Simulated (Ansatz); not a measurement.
# Starting-point dependence of the GW gap of SnO2 (Cassiterite)

How much of the starting functional survives in the G0W0 gap of SnO2 (Cassiterite)?

Main program and level: Ansatz 0.2.0; G0W0 on several functionals, plane waves, PAW.

In doubt: masses and optical values from hybrid runs of this build are listed as unsure (step 4), which bears on the screening that GW takes from such a start.

## 1. Starting point

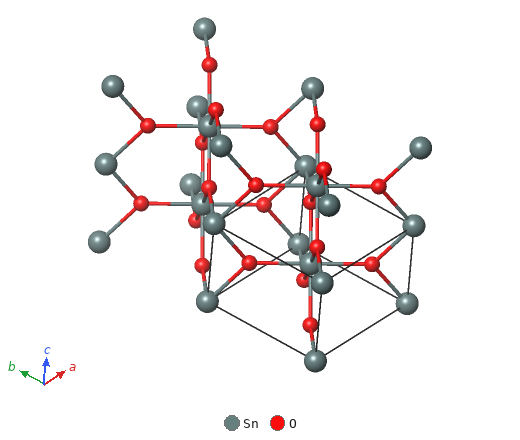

The cell as given, from a free direction (tin teal, oxygen red). 1×2×2 cells are drawn. Some periodic images of atoms are drawn too.

The cell and positions come from the Crystallography Open Database and are kept as given unless a step says otherwise. The default PAW set here is soft_2. Its files were made with PBE.

## 2. G0W0 on LDA

Now the one-shot GW correction: screening in the RPA, then the self-energy of the levels asked for.

This step: G0W0 on LDA, plane waves, PAW.

File input.yaml:

```yaml
crystal:
  lattice:
    - [4.738, 0.0, 0.0]
    - [0.0, 4.738, 0.0]
    - [0.0, 0.0, 3.1865]
  atoms:
    - { symbol: Sn, position: [0.0, 0.0, 0.0] }
    - { symbol: Sn, position: [0.5, 0.5, 0.5] }
    - { symbol: O, position: [0.3071, 0.3071, 0.0] }
    - { symbol: O, position: [0.1929, 0.8071, 0.5] }
    - { symbol: O, position: [0.6929, 0.6929, 0.0] }
    - { symbol: O, position: [0.8071, 0.1929, 0.5] }
kpoints:
  mp_grid: { grid: [4, 4, 4] }
hamiltonian:
  xc: lda
scf:
  occupations: { method: fixed }
gw:
  n_empty_bands: 162
  ecut_chi: 100
  qp_bands: [v2, c2]
  qp_kpoints: band_edges
  screening: { model: contour_deformation }
```

Command:

```
ansatz run input.yaml --threads 3 --pin off --max-ram 92160MiB --backend cuda --events-out ev --progress --plain --runs-dir out --devices 1 --max-vram 13GiB  # rebuilt from the run's record
```

Numbers of over 12 decimals in the logs are rounded to 6 here.

Output:

```text
GPUs: using 1 of 1 available (devices: 1).
Engine: ansatz 0.2.0, x86_64-unknown-linux-gnu
Pseudopotentials: kind: paw
Pseudopotential: Sn, paw, valence charge 14, recommended cutoff 420 eV (normal), Sn.paw.azcp
Pseudopotential: O, paw, valence charge 6, recommended cutoff 420 eV (normal), O.paw.azcp
Functional definition: SPW92
  exchange = slater_x
  correlation = pw_c
device memory: the entry about to start is reckoned to put 0.8 GiB on a device that reports 47.2 GiB free (of which the cap on the GPU budget leaves the run 13.0 GiB)
GPU FFT provider: cuFFT
GPU libraries: cuBLAS 13.8.2, cuFFT 12.4.0, cuSOLVER 12.3.4
Crystal: 6 atoms, lattice volume = 71.533 Å³
Basis set: ecut = 420 eV, 1411 PW (Γ)
Bands: 32, of which v1, the nominal top of the filled ones, is band 26 counted from 1 (25 counted from 0)
Symmetry: 16 space group operations
Space group: P42/mnm (ITA 136), of the structure as read, at distance tolerance 4.2e-5 Å
k-points: 18 of 64
Non-local potential: Sn, projectors of the file, l = 0: 2, l = 1: 2, l = 2: 2, l = 3: 2
Non-local potential: O, projectors of the file, l = 0: 2, l = 1: 2, l = 2: 1
PAW form: soft (Blöchl's): semilocal exchange-correlation on the pseudo side does not see the compensation charge
PAW frozen core: Sn, regenerated for the run's functional, and the local potential with it (the file was generated under x = pbe(κ = 0.804, μ = 0.219515), c = pbe(β = 0.066725))
PAW frozen core: O, regenerated for the run's functional, and the local potential with it (the file was generated under x = pbe(κ = 0.804, μ = 0.219515), c = pbe(β = 0.066725))
PAW one-centre angular grid: Sn, 590 points (default); XC on 64 Gauss nodes
PAW one-centre angular grid: O, 110 points (default); XC on 64 Gauss nodes
Initial density: superposition of atomic densities (neutral atoms: chi_scale 0, normalization atom), corrected by the library's trained network
Initial wavefunctions: pseudopotential atomic-orbital guess
GPU buffer pool allocated for 24576 grid points (all kernels)
GPU transforms: local potential and band sums: pruned to the plane-wave sphere, on 32×32×24
Functional: x = slater, c = lda
SCF iter   1: F=—  HF=-13980.411372 eV  |F-HF|=—  |Δ(HF+E_count)|=         —  Δρ=1.87e-2  dr2=2.08e-1  ethr=1.77e-3  ⟨swp⟩=4.0  Hψ=2233  notcnv=0  defer=70
preconditioner: auto → Resta (q_TF=auto, 2.587 Å⁻¹)  ε∞=3.7  [insulator: Δε(μ)=0.964 eV  Ē_g=19.410 eV  n_scr=18 (ndim 8)  ℏωp=31.7 eV  f_vac=0.027  ε∞_Penn≈3.7]
SCF iter   2: F=—  HF=-13980.351244 eV  |F-HF|=—  |Δ(HF+E_count)|=   6.01e-2  Δρ=4.87e-3  dr2=6.69e-3  ethr=4.00e-4  ⟨swp⟩=2.2  Hψ=933  notcnv=0  defer=72
SCF iter   3: F=—  HF=-13980.348897 eV  |F-HF|=—  |Δ(HF+E_count)|=   2.35e-3  Δρ=2.11e-3  dr2=1.67e-3  ethr=1.29e-5  ⟨swp⟩=2.0  Hψ=1030  notcnv=0  defer=72
SCF iter   4: F=—  HF=-13980.348345 eV  |F-HF|=—  |Δ(HF+E_count)|=   5.52e-4  Δρ=3.67e-4  dr2=7.00e-5  ethr=3.22e-6  ⟨swp⟩=3.0  Hψ=984  notcnv=0  defer=59
SCF iter   5: F=—  HF=-13980.348339 eV  |F-HF|=—  |Δ(HF+E_count)|=   5.25e-6  Δρ=7.41e-5  dr2=2.92e-6  ethr=1.35e-7  ⟨swp⟩=1.6  Hψ=648  notcnv=0  defer=36
SCF iter   6: F=-13980.348340 eV  HF=-13980.348340 eV  |F-HF|=2.92e-8  |Δ(HF+E_count)|=   7.81e-7  Δρ=1.01e-5  dr2=7.23e-8  ethr=1.92e-10  ⟨swp⟩=7.3  Hψ=2479  notcnv=0
SCF 1 converged in 6 iterations: F = -13980.348340 eV  dr2 = 7.23e-8
  greatest PAW one-centre occupation: 0.998 electrons in one spin orbital (limit 2), on the Sn atom at site 1 (counted from 0), in its partial waves of l = 2
device memory: the entry about to start is reckoned to put 0.9 GiB (of the 1.0 GiB reckoned in all, the device holds 0.1 GiB already) on a device that reports 47.3 GiB free (of which the cap on the GPU budget leaves the run 12.9 GiB)
NSCF: frozen V_eff on 18 k-points, pencils in batches of 32, up to order 128
the band table was solved once the SCF had ended and its energy, with any forces and stress, was formed, with the checks that follow a solve (2287 applications of the Hamiltonian). They found nothing against the state; the energy, forces and stress were not computed again (output.eigenvalues in the input reference)
device memory: the entry about to start is reckoned to put 3.4 GiB on a device that reports 47.1 GiB free (of which the cap on the GPU budget leaves the run 13.0 GiB)
NSCF: frozen V_eff on 18 k-points
G₀W₀ screening: q 1/18
[... further progress lines ...]
SCF converged after 6 iterations
Free energy (F): -13980.348340 eV
Harris-Foulkes:  -13980.348340 eV  (|F-HF|=2.92e-8)
Internal energy: -13980.348340 eV  (E = F + TS)
E sigma→0 (E₀):  -13980.348340 eV
Fermi energy:    9.161780 eV
--- Per-component energies (eV) ---
  E_band       = -131.367547
  E_kinetic    = 1081.137790
  E_local      = -2868.035998  (includes V_loc(G=0)·N_el)
  E_nonlocal   = 150.994027
  E_hartree    = 1481.772345
  E_xc         = -1041.935875
  E_vxc        = -564.346005  (∫ρ·V_xc dr)
  E_paw        = -8602.676522  (= ΣΔE_a)
  E_vpaw       = -894.688850  (= ΣTr[D̂ρ^β])
  E_aug_tail   = 0.010189  (compensation charges beyond the density's cutoff)
  E_ewald      = -4182.851779
  E_core_change = 1.237482  (= ΣΔE_core)
  E_smearing   = -0.000000  (= −TS)
  E_closure    = 0.000000  (closes the sum)
  Σ components = -13980.348340   (vs F -13980.348340, Δ=0.00e0)
--- Band table (eV; the first three rows and the last of 18) ---
  k-point 0: bands = [... 22 lower, 7.9057, 8.3640, 8.3640, 9.1618, 10.2943, 15.0674, 15.2713, 15.2713, ... 2 higher]
  k-point 1: bands = [... 22 lower, 6.5965, 8.3018, 8.3018, 8.6465, 12.8666, 15.8717, 17.3581, 17.3581, ... 2 higher]
  k-point 2: bands = [... 22 lower, 7.4610, 7.4610, 7.8825, 7.8825, 15.1782, 15.1782, 18.6760, 18.6760, ... 2 higher]
  k-point 17: bands = [... 22 lower, 8.1666, 8.1666, 8.3161, 8.3161, 13.8721, 13.8721, 17.7633, 17.7633, ... 2 higher]
--- G₀W₀: contour deformation, 7 samples at zero and on the imaginary axis and 2 off it, 64 q-points, 162 empty bands' worth ---
  eigenvalues of the whole cell's RPA ε∞ on this k-mesh (on a slab, of 1 + 4πα/V) = 4.7469, 4.7469, 4.9486; static W/v taken at q = 0 is 0.206418
  bands read: the sum over 188 bands ends inside a degenerate multiplet in 1 slot, whose members it reads at an even weight; the widest, k=0: bands 188 to 189 (counted from 1) at 1/2 each
  gw.qp_kpoints: band_edges: 8 of 18 stored k-points solved, in 1 pass; an edge of the gap read off the rows below is read off those points alone
    valence top: of the k-points left out ik 1 came nearest to being solved in a further pass, in band 26 (counted from 1, as in the quasiparticle table): it holds the edge there only if its correction is more favourable than any solved in that band by at least 0.370 eV; those differ by 0.280 eV
    conduction bottom: of the k-points left out ik 1 came nearest to being solved in a further pass, in band 27 (counted from 1, as in the quasiparticle table): it holds the edge there only if its correction is more favourable than any solved in that band by at least 2.572 eV; those differ by 0.684 eV
    ik  band        ε_KS         Σx   Σc(E_QP)       V_xc       Z   E_QP_lin       E_QP  E_QP is
     0    25      8.3640   -26.3240     4.9903   -20.8766  0.7488     7.9030     7.9070  root
     0    26      9.1618   -27.0846     5.3376   -21.2248  0.7494     8.6345     8.6397  root
     0    27     10.2943   -14.7093    -3.3774   -19.1710  0.8211    11.3992    11.3786  root
     0    28     15.0674   -12.2025    -4.6778   -18.4006  0.7999    16.6382    16.5876  root
     2    25      7.8825   -26.1875     5.4839   -20.0464  0.7401     7.2150     7.2254  root
     2    26      7.8825   -26.1875     5.4839   -20.0464  0.7401     7.2150     7.2254  root
     2    27     15.1782   -14.8483    -4.6346   -21.2517  0.7839    17.0141    16.9469  root
     2    28     15.1782   -14.8483    -4.6346   -21.2517  0.7839    17.0141    16.9469  root
     3    25      8.4033   -26.4219     5.0206   -20.9320  0.7489     7.9298     7.9340  root
     3    26      8.8652   -26.5825     5.2671   -20.7690  0.7487     8.3128     8.3187  root
     3    27     11.5936   -15.8506    -3.0941   -20.1290  0.8060    12.7986    12.7779  root
     3    28     14.6514   -13.1110    -4.4136   -18.9976  0.7966    16.1720    16.1244  root
     6    25      8.5082   -26.4519     5.1059   -20.8335  0.7488     7.9905     7.9957  root
     6    26      8.5082   -26.4519     5.1059   -20.8335  0.7488     7.9905     7.9957  root
     6    27     13.4434   -15.0328    -3.8347   -20.2776  0.7948    14.8922    14.8535  root
     6    28     13.4434   -15.0328    -3.8347   -20.2776  0.7948    14.8922    14.8535  root
     8    25      8.4402   -27.1273     4.5201   -22.2303  0.7596     8.0609     8.0632  root
     8    26      8.4402   -27.1273     4.5201   -22.2303  0.7596     8.0609     8.0632  root
     8    27     15.4512   -14.9953    -4.6970   -21.4599  0.7798    17.2981    17.2188  root
     8    28     15.4512   -14.9953    -4.6970   -21.4599  0.7798    17.2981    17.2188  root
     9    25      8.3139   -26.4051     5.1732   -20.7071  0.7466     7.7836     7.7892  root
     9    26      8.6701   -26.4642     5.3134   -20.5761  0.7471     8.0888     8.0955  root
     9    27     12.3602   -15.7908    -3.3628   -20.4532  0.8015    13.6858    13.6598  root
     9    28     14.3831   -13.2594    -4.3754   -19.1055  0.7981    15.8993    15.8538  root
    13    25      8.4124   -26.5325     5.2356   -20.7431  0.7469     7.8523     7.8586  root
    13    26      8.4124   -26.5325     5.2356   -20.7431  0.7469     7.8523     7.8586  root
    13    27     14.3296   -14.7275    -4.2946   -20.6185  0.7934    15.9780    15.9260  root
    13    28     14.3296   -14.7275    -4.2946   -20.6185  0.7934    15.9780    15.9260  root
    17    25      8.3161   -26.5292     5.5049   -20.4072  0.7427     7.6907     7.6989  root
    17    26      8.3161   -26.5292     5.5049   -20.4072  0.7427     7.6907     7.6989  root
    17    27     13.8721   -13.4779    -4.2400   -19.2498  0.8083    15.4440    15.4039  root
    17    28     13.8721   -13.4779    -4.2400   -19.2498  0.8083    15.4440    15.4039  root
```

Run time: 16 s. Hardware: 1 × NVIDIA H100 80GB HBM3 (shared by 6 runs) with 3 threads of AMD EPYC 7R13 (Zen 3), shared host; peak memory 1.2 GiB.

In the SCF lines HF is the Harris–Foulkes energy and dr2 the Hartree energy of the density residual, in eV; the loop may stop once dr2 is under the threshold and the program's other checks hold. Hψ counts applications of the Hamiltonian.

This step gave:

```
bands summed                                 : 188
RPA ε∞ on this mesh (eigenvalues)            : 4.747, 4.747, 4.949
plane waves in the screening matrix          : 161
q-points in the mesh                         : 64
G0W0 gap on the mesh                         : 2.739 eV
k of the valence top                         : 0, 0, 0
k of the conduction bottom                   : 0, 0, 0
starting gap on the mesh                     : 1.133 eV
Z at the valence top                         : 0.7494
Z at the conduction bottom                   : 0.8211
least direct G0W0 gap on the computed points : 2.739 eV
```

The gap on the mesh goes from 1.13 eV to 2.74 eV, a correction of +1.61 eV. Between the two edge states, bare exchange in place of the xc potential would open the gap by 10.32 eV, and correlation takes back 8.71 eV.

## 3. G0W0 on PBE

One-shot GW remembers its start. Another functional's orbitals and levels show by how much.

This step: G0W0 on PBE, plane waves, PAW.

input.yaml, as its differences from that of step 2:

```diff
@@ -15,3 +15,3 @@
 hamiltonian:
-  xc: lda
+  xc: pbe
 scf:
```

Output:

```text
GPUs: using 1 of 1 available (devices: 1).
[...]
GPU FFT provider: cuFFT
GPU libraries: cuBLAS 13.8.2, cuFFT 12.4.0, cuSOLVER 12.3.4
Crystal: 6 atoms, lattice volume = 71.533 Å³
Basis set: ecut = 420 eV, 1411 PW (Γ)
Bands: 32, of which v1, the nominal top of the filled ones, is band 26 counted from 1 (25 counted from 0)
Symmetry: 16 space group operations
[...]
k-points: 18 of 64
[...]
GPU buffer pool allocated for 24576 grid points (all kernels)
[...]
SCF iter   1: F=—  HF=-14317.827550 eV  |F-HF|=—  |Δ(HF+E_count)|=         —  Δρ=1.06e-3  dr2=2.11e-4  ethr=1.77e-3  ⟨swp⟩=4.0  Hψ=2235  notcnv=0  defer=72
[...]
SCF iter   6: F=-14317.829556 eV  HF=-14317.829556 eV  |F-HF|=5.45e-9  |Δ(HF+E_count)|=   1.71e-7  Δρ=3.03e-6  dr2=3.53e-9  ethr=1.62e-10  ⟨swp⟩=6.4  Hψ=2419  notcnv=0
SCF 1 converged in 6 iterations: F = -14317.829556 eV  dr2 = 3.53e-9
[...]
NSCF: frozen V_eff on 18 k-points, pencils in batches of 32, up to order 128
[...]
NSCF: frozen V_eff on 18 k-points
G₀W₀ screening: q 1/18
[... further progress lines ...]
SCF converged after 6 iterations
Free energy (F): -14317.829556 eV
[...]
Internal energy: -14317.829556 eV  (E = F + TS)
E sigma→0 (E₀):  -14317.829556 eV
Fermi energy:    9.528859 eV
[...]
--- Band table (eV; the first three rows and the last of 18) ---
  k-point 0: bands = [... 22 lower, 8.3075, 8.7549, 8.7549, 9.5289, 10.8096, 15.6959, 15.8975, 15.8975, ... 2 higher]
  k-point 1: bands = [... 22 lower, 7.0118, 8.6906, 8.6906, 9.0286, 13.3864, 16.4846, 17.9807, 17.9807, ... 2 higher]
  k-point 2: bands = [... 22 lower, 7.8755, 7.8755, 8.2711, 8.2711, 15.7701, 15.7701, 19.3182, 19.3182, ... 2 higher]
  k-point 17: bands = [... 22 lower, 8.5599, 8.5599, 8.6943, 8.6943, 14.4679, 14.4679, 18.4248, 18.4248, ... 2 higher]
[...]
0    25      8.7549   -26.4238     5.0395   -20.7674  0.7523     8.1309     8.1380  root
     0    26      9.5289   -27.1775     5.3781   -21.1422  0.7527     8.8637     8.8716  root
     0    27     10.8096   -14.4338    -3.3378   -18.5808  0.8249    11.6257    11.6188  root
     0    28     15.6959   -12.1122    -4.5540   -17.8356  0.8029    16.8950    16.8653  root
     2    25      8.2711   -26.2875     5.5340   -19.9253  0.7437     7.4268     7.4430  root
     2    26      8.2711   -26.2875     5.5340   -19.9253  0.7437     7.4268     7.4430  root
     2    27     15.7701   -14.7508    -4.5087   -20.7659  0.7878    17.3187    17.2765  root
     2    28     15.7701   -14.7508    -4.5087   -20.7659  0.7878    17.3187    17.2765  root
[...]
17    25      8.6943   -26.6246     5.5471   -20.3046  0.7461     7.9088     7.9215  root
    17    26      8.6943   -26.6246     5.5471   -20.3046  0.7461     7.9088     7.9215  root
    17    27     14.4679   -13.3307    -4.1517   -18.6872  0.8118    15.7000    15.6728  root
    17    28     14.4679   -13.3307    -4.1517   -18.6872  0.8118    15.7000    15.6728  root
```

It took 11 s on 1 × NVIDIA H100 80GB HBM3 (shared by 6 runs) with 3 threads; peak memory 1.2 GiB; 18 s of CPU time.

Numbers from this step:

```
bands summed                                 : 188
RPA ε∞ on this mesh (eigenvalues)            : 4.508, 4.508, 4.758
plane waves in the screening matrix          : 161
q-points in the mesh                         : 64
G0W0 gap on the mesh                         : 2.747 eV
k of the valence top                         : 0, 0, 0
k of the conduction bottom                   : 0, 0, 0
starting gap on the mesh                     : 1.281 eV
Z at the valence top                         : 0.7527
Z at the conduction bottom                   : 0.8249
least direct G0W0 gap on the computed points : 2.747 eV
```

Against the run with 4×4×4 mesh, 162 empty bands, screening to 100 eV on LDA, the gap moves by +0.008 eV, while the start moved by +0.15 eV.

## 4. G0W0 on HSE06

This step: G0W0 on HSE06, plane waves, PAW.

input.yaml, as its differences from that of step 3:

```diff
@@ -15,3 +15,3 @@
 hamiltonian:
-  xc: pbe
+  xc: hse06
 scf:
```

Output:

```text
GPUs: using 1 of 1 available (devices: 1).
[...]
davidson cushion auto → on  (no smearing: the cushion is to keep the highest requested band from converging to the state above it; pin scf.eigensolver.cushion to override)
[...]
GPU FFT provider: cuFFT
GPU libraries: cuBLAS 13.8.2, cuFFT 12.4.0, cuSOLVER 12.3.4
Crystal: 6 atoms, lattice volume = 71.533 Å³
Basis set: ecut = 420 eV, 1411 PW (Γ)
[...]
2    27     16.5791   -14.1746    -4.2145   -19.5514  0.8266    17.7525    17.7414  root
     2    28     16.5791   -14.1746    -4.2145   -19.5514  0.8266    17.7525    17.7414  root
[...]
17    25      7.2775   -26.6308     4.9244   -21.7382  0.7880     7.3094     7.3094  root
    17    26      7.2775   -26.6308     4.9244   -21.7382  0.7880     7.3094     7.3094  root
    17    27     15.0969   -12.6584    -3.9677   -17.5715  0.8460    16.0480    16.0423  root
    17    28     15.0969   -12.6584    -3.9677   -17.5715  0.8460    16.0480    16.0423  root
[key lines of the parts left out:]
Free energy (F): -14325.528815 eV
Fermi energy:    8.185129 eV
```

The job ended after 50 s (1 × NVIDIA H100 80GB HBM3 (shared by 6 runs) with 3 threads; peak memory 1.6 GiB).

This step gave:

| Quantity | Value |
| --- | --- |
| bands summed | 188 |
| RPA ε∞ on this mesh (eigenvalues) | 3.376, 3.376, 3.735 |
| plane waves in the screening matrix | 161 |
| G0W0 gap on the mesh | 3.638 eV |
| k of the valence top | 0, 0, 0 |
| k of the conduction bottom | 0, 0, 0 |
| starting gap on the mesh | 3.041 eV |
| least direct G0W0 gap on the computed points | 3.638 eV |

Against the run with 4×4×4 mesh, 162 empty bands, screening to 100 eV on PBE, the gap moves by +0.89 eV, while the start moved by +1.76 eV.

(Continued in part 2 of 2.)

[Paths, hosts, dates, memory and timing lines, banners, echoed tables and standing remarks are left out of the program output.]

[Logs are printed without paths, hosts, clocks, repeated set-up lines and the standing remarks that a program may print on its own settings, such as how far it seeks lower states.]

[Runs of the session that timed out or met a known fault of the program may be left out.]

[Cells called generated may have been cut or substituted from an entry of the Crystallography Open Database or the Materials Project.]

[Hosts, paths, dates, database ids (printed as entryN), source tags and the programs' standing remarks are cut or masked in the printed files.]
